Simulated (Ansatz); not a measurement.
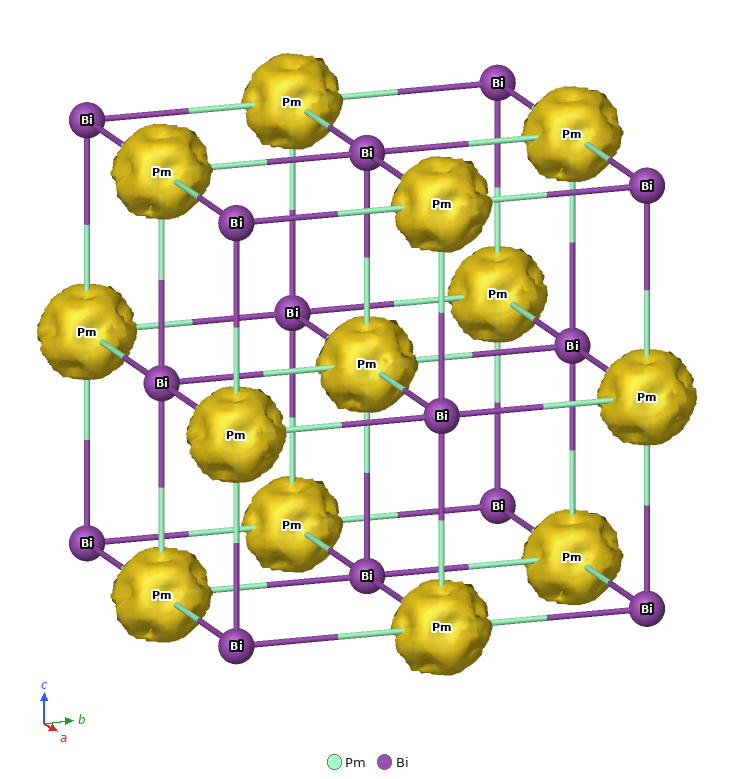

Figure 1: PmBi. Isosurface of the spin density (up minus down) at +0.6 e/Å³ (yellow), seen slightly off an axis. Sticks mark near contacts.

Space group Fm-3m; started from the rocksalt prototype, which need not be the ambient phase; the SCF solution may not be the lowest one; no Hubbard U on the f states and no spin–orbit coupling; spin-polarised.

The calculation used Ansatz, DFT PBE, scalar-relativistic, plane waves, PAW.

The density is the valence pseudo-density of a PAW calculation; it isn't the true density close to the nuclei.

> Which atoms carry the moments, and with what signs?

The spin density sits on Pm: +4.3 μB (×4) in one cell of 8 atoms, with smaller moments on other sites: Bi (up to −0.10 μB): parallel main moments, as they must be, since the calculation's own cell holds one magnetic site. The cell of the calculation (2 atoms) carries 4.2 μB of net spin moment.
